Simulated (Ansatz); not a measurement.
# Lattice dynamics of ZnAu (Pm-3m), part 2 of 2

Wanted: vibrations and spectra of ZnAu (Pm-3m); the cell is already relaxed. After the zone centre comes a 4×4×4 q mesh on a 16×16×16 k mesh.

Ansatz 0.2.0; DFT PBEsol, scalar-relativistic, plane waves, PAW; PAW set soft_1.

So far. Step 2 (Modes at Γ): Before it was imposed, the acoustic sum rule was missed by 1.4e-4 eV/Å². Small misses are needed for a sound result but don't prove that mesh and cutoff are converged. The lowest optical mode is real, 144 cm⁻¹.

### 3. Response at finite wavevector

Stability and thermal properties need the whole zone. Linear response on a 4×4×4 q mesh gives force constants as far as a supercell of that size would.

File input.yaml:

```yaml
crystal:
  lattice:
    - [3.1278066227, 0.0, 0.0]
    - [0.0, 3.1278066227, 0.0]
    - [0.0, 0.0, 3.1278066227]
  atoms:
    - { symbol: Zn, position: [0.5, 0.5, 0.5] }
    - { symbol: Au, position: [0.0, 0.0, 0.0] }
kpoints:
  mp_grid: { grid: [16, 16, 16] }
hamiltonian:
  xc: pbesol
  pseudopotentials: { kind: paw, azcp: { folder: soft_1 }, xc_functional: pbe }
scf:
  occupations: { method: methfessel_paxton, width: 0.2 }
output:
  eigenvalues: true
phonons:
  method: dfpt
  qmesh: [4, 4, 4]
  temperatures: { t_max: 1000, t_step: 50 }
  qpath:
    path:
      - [[0.0, 0.0, 0.0], [0.0, 0.5, 0.0], [0.5, 0.5, 0.0], [0.0, 0.0, 0.0], [0.5, 0.5, 0.5], [0.0, 0.5, 0.0]]
      - [[0.5, 0.5, 0.5], [0.5, 0.5, 0.0]]
    npoints: 10
```

Command:

```console
$ ansatz run input.yaml --threads 4 --pin off --max-ram 10240MiB --backend cpu --events-out ev --progress --plain --runs-dir out
```

Numbers of over 12 decimals in the logs are rounded to 6 here.

Output:

```text
[...]
Crystal: 2 atoms, lattice volume = 30.600 Å³
Basis set: ecut = 420 eV, 619 PW (Γ), exchange–correlation on 48×48×48 points (8 copies of the dense FFT grid, shifted against one another)
Bands: 20, of which v1, the nominal top of the filled ones, is band 16 counted from 1 (15 counted from 0)
Symmetry: 48 space group operations
k-points: 165 of 4096
[...]
SCF iter   1: F=—  HF=-16293.019650 eV  |F-HF|=—  |Δ(HF+E_count)|=         —  Δρ=1.70e-1  dr2=1.13e1  ethr=3.10e-3  ⟨swp⟩=4.9  Hψ=15186  notcnv=0
[...]
SCF iter   9: F=-16290.200060 eV  HF=-16290.200060 eV  |F-HF|=3.64e-12  |Δ(HF+E_count)|=   3.44e-9  S|Δr|=    0.00e0  Δρ=1.33e-7  dr2=4.10e-12  ethr=1.00e-12  ⟨swp⟩=7.3  Hψ=20310  notcnv=0
SCF 1 converged in 9 iterations: F = -16290.200060 eV  dr2 = 4.10e-12
[...]
phonons: the bands overlap, so this run is a metal and interpolates without the dipole-dipole term. If the crystal is really an insulator or semiconductor, its LO-TO splitting is missing
NSCF: frozen V_eff on 165 k-points
WARN: eigensolver did not converge (k=88): 1 band(s) unlocked after 20 sweeps at ethr=1.23e-12 eV (storage-precision floor; scheduled 1.00e-12 eV) (lowest unlocked band 19, counted from 0; max residual 2.30e-6 eV among the unlocked bands, 2.30e-6 eV over every band; other slots of this pass that fall short are told together in one closing line; warning suppressed until the next SCF loop or pass starts)
[...]
DFPT response loops at q = (0, 0, 0) (fractional): preconditioner auto → Kerker (q_TF=auto, 2.734 Å⁻¹) (partly filled bands, converged f_vac=0.000); β = 1.00, the filter's whole step (`scf.mixing.beta` (0.50) is not read by the response loops under this deck's `scf.mixing.preconditioner`; to damp them name `kerker` or `kerker_dos`, under which they read `scf.mixing.beta`, and type it under 1.00, their step now; both keys bind the ground state too); Broyden in place of MSR1
[...]
SCF converged after 9 iterations
[...]
Free energy (F): -16290.200060 eV
[...]
Internal energy: -16290.200290 eV  (E = F + TS)
E sigma→0 (E₀):  -16290.200117 eV
Entropy (-TS):   0.000230 eV (0.115 meV/atom)
Fermi energy:    17.210389 eV
[...]
--- Band table (eV; the first three rows and the last of 165) ---
  k-point 0: bands = [... 12 lower, 13.4821, 13.4821, 13.4821, 22.1881, 22.1881, 22.1881, 26.2571, 29.4242]
  k-point 1: bands = [... 12 lower, 13.4253, 13.4253, 13.4756, 21.6144, 22.3240, 22.3240, 26.6305, 29.3444]
  k-point 2: bands = [... 12 lower, 13.2694, 13.2694, 13.4570, 20.3957, 22.7171, 22.7171, 27.1769, 29.1230]
  k-point 164: bands = [... 12 lower, 14.1310, 14.1310, 18.6420, 20.8613, 20.9681, 20.9681, 20.9681, 23.2000]
--- Phonons (Γ-DFPT): 2 representative perturbations + reference (Σ response iterations 7) ---
  ASR residual: 1.413e-4 → 0.000e0 eV/Å²; symmetrization residual: 1.382e-5 eV/Å²
  ASR residual per site (eV/Å²): 2.95e-5 1.41e-4
  Γ frequencies (cm⁻¹): 0.00 0.00 0.00 143.85 143.85 143.85
--- Phonons (arbitrary-q DFPT): 10 irreducible q on the 4×4×4 mesh ---
  q = [0.0000, 0.0000, 0.0000] (star 1, of the zone-centre solve; hermiticity 7.40e-6, symmetrization 2.64e-12): -0.00 0.00 0.00 143.85 143.85 143.85
  q = [0.0000, 0.0000, 0.2500] (star 6, 4 solved perturbations in 4032 linear systems a pass and spin channel, the states on 1296 of 4096 k-point pairs; hermiticity 3.08e-6, symmetrization 1.17e-12): 43.95 43.95 73.88 137.43 137.43 156.91
[...]
q = [0.0000, 0.2500, -0.5000] (star 12, 6 solved perturbations on 1296 of 4096 k-point pairs; hermiticity 3.71e-6, symmetrization 6.32e-14): 38.22 60.95 61.80 128.22 159.63 173.00
[...]
sum rule: each row above includes the acoustic sum rule's correction from the zone centre's row sums; it moved no ω² by more than (0.44 cm⁻¹)²
  mesh force constants: q→R imaginary residual 4.60e-18; ASR residual 1.413e-4 → 0.000e0 eV/Å²; symmetrization residual 2.665e-15 eV/Å²
  interpolated dispersion: 62 rows × 6 modes
  density of states and harmonic sums: on the 20×20×20 q-mesh, interpolated from the force constants of a 4×4×4 supercell (no non-analytic term)
  largest difference from the sums on the solved wave vectors: F 3.90e-3 eV, S 7.78e-6 and C_V 3.88e-6 eV/K
  zero-point energy: 0.038025 eV/cell   skipped modes (ω ≤ 0): 4, of them read as no rigid motion or as one in doubt: 1 (1.500e-3 modes/cell left out, lowest -3.11 cm⁻¹)   left out of the sums: 3.13e-4 of the cell's modes: C_V's classical limit lies that fraction below 3 k_B per atom; for a crystal, a wire or a layer, F and S can be off by more, and a phonons.interpolated_qmesh denser along its periods is the remedy for the sampling
```

The job ended after 8.6 min (4 threads of Arm Neoverse V2, shared host; peak memory 3.5 GiB).

This step gave:

```
sum-rule residual before enforcement                       : 1.41e-4 eV/Å²
lowest frequency on the path                               : -3.107 cm⁻¹
highest frequency on the path or at a solved wavevector    : 176.8 cm⁻¹
mean frequency                                             : 102.3 cm⁻¹
Debye temperature (second moment)                          : 213 K
logarithmic mean frequency                                 : 85.9 cm⁻¹
lowest mode on the q mesh (acoustic modes at Γ apart)      : 8.23 cm⁻¹
zero-point energy per atom                                 : 19.01 meV
heat capacity at 300 K                                     : 24.32 J/(mol atoms K)
vibrational entropy at 300 K                               : 47.37 J/(mol atoms K)
edges of the widest gap between branches, on path and mesh : 101.7, 128.1 cm⁻¹
```

Frequencies (cm⁻¹) solved at each irreducible wavevector; negative means imaginary. Frequencies by wavevector, by row:

```
q in reciprocal lattice units  star  mode 1  mode 2  mode 3  mode 4  mode 5  mode 6
                        0 0 0     1       0       0       0   143.8   143.8   143.8
                     0 0 0.25     6      44      44    73.9   137.4   137.4   156.9
                     0 0 -0.5     3    58.8    58.8   101.7   128.4   128.4   168.6
                  0 0.25 0.25    12     8.2    56.7    79.4   132.8   152.4     162
                  0 0.25 -0.5    12    38.2      61    61.8   128.2   159.6     173
                  0 -0.5 -0.5     3    19.2    19.2    65.9   129.2   176.8   176.8
               0.25 0.25 0.25     8      42      42    67.4   152.7   152.7     156
               0.25 0.25 -0.5    12      39    53.5    66.6   137.3   158.9   168.3
               0.25 -0.5 -0.5     6    50.5    50.5    68.8   136.3   164.7   164.7
               -0.5 -0.5 -0.5     1    85.8    85.8    85.8   148.1   148.1   148.1
```

Interpolated from a 4×4×4 q mesh. The phonon branches at the labelled points (cm⁻¹):

```
    point  branch 1  branch 2  branch 3  branch 4  branch 5  branch 6
        Γ         0         0         0       144       144       144
        X        59        59       102       128       128       169
        M        19        19        66       129       177       177
        Γ         0         0         0       144       144       144
        R        86        86        86       148       148       148
        X        59        59       102       128       128       169
jump to R        86        86        86       148       148       148
        M        19        19        66       129       177       177
```

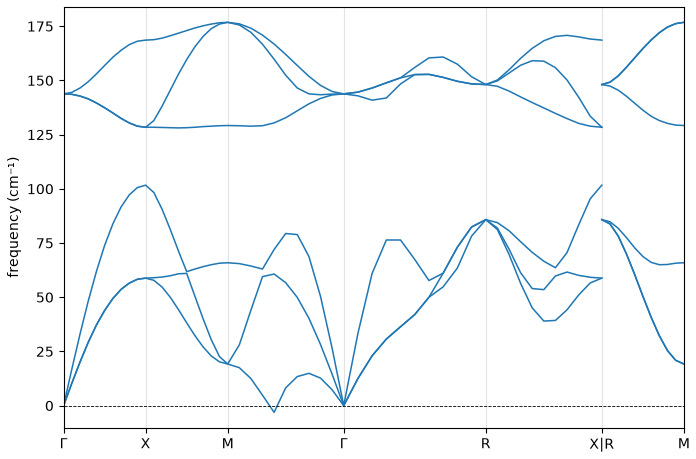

Phonon branches along the path.

The phonon density of states has structure finer than the step of the table below, so its rows give means over 10 cm⁻¹, whole bins alone (the curve runs from -3 to 177 cm⁻¹). Peaks (cm⁻¹: height): 59.0: 0.0844, 65.0: 0.0958, 131.0: 0.0794, 169.0: 0.0941.

Tetrahedra on a 20×20×20 mesh, mean over bins of 2 cm-1. Interpolated from a 4×4×4 q mesh. The phonon density of states by wavenumber; means over each step:

```
wavenumber (cm⁻¹)  phonon density of states (1/cm⁻¹/cell)
               10                                 0.00405
               20                                  0.0204
               30                                  0.0347
               40                                  0.0402
               50                                  0.0495
               60                                  0.0774
               70                                  0.0408
               80                                  0.0270
               90                                 0.00515
              100                                  7.6e-4
              110                                       0
              120                                       0
              130                                  0.0516
              140                                  0.0635
              150                                  0.0404
              160                                  0.0716
              170                                  0.0700
```

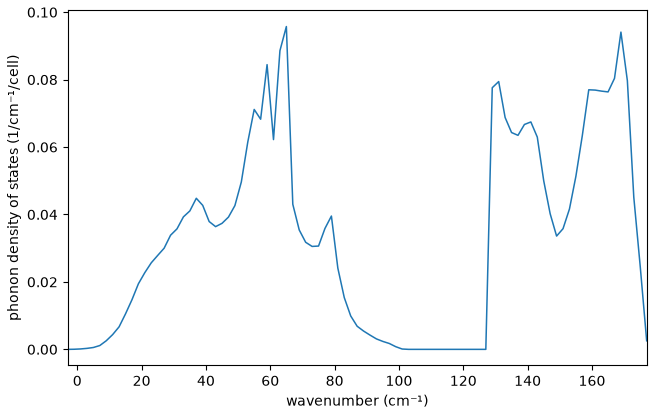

Phonon density of states, plotted against wavenumber.

The partial phonon density of states has structure finer than the step of the table below, so its rows give means over 20 cm⁻¹, whole bins alone (the curve runs from -13.6 to 192 cm⁻¹). Peaks (cm⁻¹: height): Au 62.7: 0.0793, 160.9: 0.0153; Zn 53.6: 0.0094, 131.1: 0.0711, 168.6: 0.0687.

Phonopy on the run's constants, 19x19x19 mesh, Gaussian sigma 2.0 cm-1. Interpolated from a 4×4×4 q mesh. Partial phonon density of states against wavenumber; means over each step; values in 1/cm⁻¹/cell:

```
wavenumber (cm⁻¹)       Au       Zn
                0   6.1e-4   2.2e-4
               20   0.0147  0.00481
               40   0.0321  0.00769
               60   0.0589  0.00636
               80   0.0213  0.00193
              100  0.00124   1.3e-4
              120   1.1e-4  0.00842
              140  0.00507   0.0539
              160   0.0125   0.0535
              180  0.00343   0.0130
```

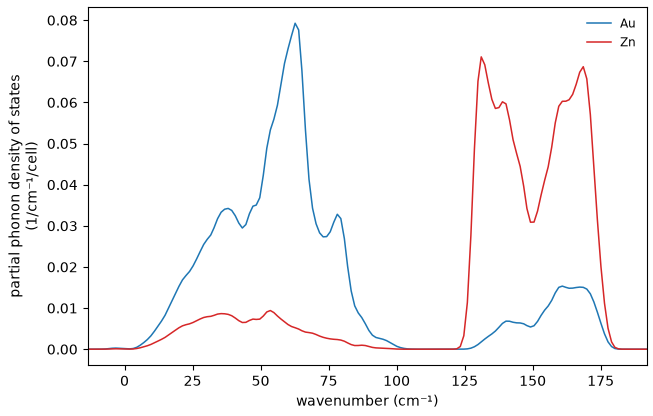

Partial phonon density of states against wavenumber.

Second derivatives of the energy by pair, one row for each kind of neighbour of each atom listed. Each entry sums the pair over the periodic images of the supercell that the q mesh stands for, and in a polar crystal it holds the long-range dipole part too. Force constants by pair, by row:

```
atom  neighbour  distance (Å)  third of the trace (eV/Å²)  along the pair's line (eV/Å²)
 Zn1     itself             0                       4.821                              –
 Zn1         Au         2.709                     -0.4546                         -1.933
 Zn1         Zn         3.128                     -0.0756                        -0.4365
 Zn1         Zn         4.423                     -0.0283                        -0.1106
 Zn1         Au         5.187                      0.0018                         0.0121
 Zn1         Zn         5.418                     -0.0227                        -0.0676
 Zn1         Zn         6.256                      -0.005                       -8.00e-4
 Zn1         Au         6.817                     -0.0087                        -0.0147
 Zn1         Zn         6.994                     -0.0083                        -0.0086
 Au2     itself             0                       4.573                              –
 Au2         Zn         2.709                     -0.4546                         -1.933
 Au2         Au         3.128                     -0.1249                        -0.8497
 Au2         Au         4.423                     -0.0187                        -0.1225
 Au2         Zn         5.187                      0.0018                         0.0121
 Au2         Au         5.418                      0.0345                          0.119
 Au2         Au         6.256                      0.0422                         0.1461
 Au2         Zn         6.817                     -0.0087                        -0.0147
 Au2         Au         6.994                     -0.0248                        -0.0418
```

Harmonic thermodynamic functions per atom, from the density of states. Interpolated from a 4×4×4 q mesh. Thermodynamic functions, by row:

```
T (K)  F_vib (meV/atom)  S (J/mol-atom/K)  C_V (J/mol-atom/K)
    0             19.01                 0                   0
   50             16.89             10.38               13.36
  100               8.3             22.22               20.32
  200            -23.44             37.64               23.59
  300             -67.8             47.37               24.32
  400            -120.7             54.41               24.59
  500            -180.1             59.91               24.71
  600            -244.6             64.42               24.78
  700            -313.4             68.24               24.82
  800            -385.8             71.56               24.85
  900            -461.5             74.49               24.87
 1000            -540.1             77.11               24.88
```

Harmonic mean-square displacement, third of the trace. Interpolated from a 4×4×4 q mesh. Mean square displacements, by row:

```
T (K)  Zn1 U_eq (Å²)  Au2 U_eq (Å²)
    0        0.00249         0.0017
  100        0.00718        0.00689
  300        0.02002        0.02014
  600        0.03973        0.04017
```

Symmetry leaves 10 wavevectors to solve. The lowest mode among them, the acoustic zeros apart, lies at q = (0, 0.25, 0.25) and is real, 8.2 cm⁻¹.

### 4. Another isotope

An isotope changes the mass and not the force constants, so no new electronic calculation is needed; the shifts show which modes move this element.

The same force constants with the mass of Zn changed from 65.380 to 67.925 u (phonopy, no LO-TO term). Both lists are sorted by frequency; levels can cross, so a row need not hold one and the same mode. Modes under 3 cm⁻¹ are left out. Isotope shifts, by row:

```
          q  rank  natural mass (cm⁻¹)  changed mass (cm⁻¹)
      0 0 0     4                143.8                141.8
      0 0 0     5                143.8                141.8
      0 0 0     6                143.8                141.8
   0 0 0.25     1                43.95                43.82
   0 0 0.25     2                43.95                43.82
   0 0 0.25     3                73.88                 73.7
   0 0 0.25     4                137.4                135.2
   0 0 0.25     5                137.4                135.2
   0 0 0.25     6                156.9                154.3
   0 0 -0.5     1                58.84                58.84
   0 0 -0.5     2                58.84                58.84
   0 0 -0.5     3                101.7                101.7
   0 0 -0.5     4                128.4                  126
   0 0 -0.5     5                128.4                  126
   0 0 -0.5     6                168.6                165.4
0 0.25 0.25     1                 8.23                 8.19
0 0.25 0.25     2                 56.7                56.62
0 0.25 0.25     3                79.37                79.33
0 0.25 0.25     4                132.8                130.5
0 0.25 0.25     5                152.4                149.6
0 0.25 0.25     6                  162                159.7
```

A mode of this element alone would shift by -1.89 %. The highest zone-centre frequency without the field goes from 143.8 to 141.8 cm⁻¹ (-1.4 %). The product of the frequency ratios over all optical modes at Γ is 0.958; the product rule, (m/m′)^(3k/2) (M′/M)^(3/2) with k = 1 such atoms and M the mass of the cell, gives 0.958.

### 5. Results

```yaml
space_group_within_0p01_a: Pm-3m
volume_per_atom: 15.3 Å³
electronic_character: no gap on this mesh
highest_optical_mode_at_the_zone_centre_no_lo_to_term: 144 cm⁻¹
lowest_optical_zone_centre_mode: 144 cm⁻¹
lowest_mode_on_the_q_mesh_acoustic_modes_at_gamma_apart: 8.2 cm⁻¹
highest_frequency_on_the_path_or_at_a_solved_wavevector: 177 cm⁻¹
zero_point_energy_per_atom: 19.0 meV
heat_capacity_at_300_k: 24.3 J/(mol atoms K)
vibrational_entropy_at_300_k: 47.4 J/(mol atoms K)
debye_temperature_second_moment: 213 K
imaginary_modes_on_the_4x4x4_q_mesh: none
```

No mode is imaginary at the 10 irreducible wavevectors solved, but between them the interpolated path dips to 3.1i cm⁻¹, so stability is not settled. The optical modes at Γ form one degenerate level at 144 cm⁻¹. The highest mode in this list at Γ, 143.8 cm⁻¹, is mostly motion of Zn (75 % of the kinetic energy). On the path and the mesh, the widest gap between branches runs from 102 to 128 cm⁻¹. With no gap, or one that is small against the smearing, the frequencies hang on the k mesh and the smearing, most of all near Kohn anomalies. The phonon runs are without spin polarisation, although the cell has an odd electron count. Spin-orbit coupling is left out, which can matter for the heavy elements here. The PAW files were made for PBE and serve the other functionals too. A phonon run warned that its eigensolver left some bands unconverged in a pass. These are harmonic frequencies at zero temperature: anharmonic shifts, linewidths and thermal expansion are left out.

[Logs are printed without paths, hosts, clocks, repeated set-up lines and the standing remarks that a program may print on its own settings, such as how far it seeks lower states.]

[Hosts, paths, dates, database ids (printed as entryN), source tags and the programs' standing remarks are cut or masked in the printed files.]
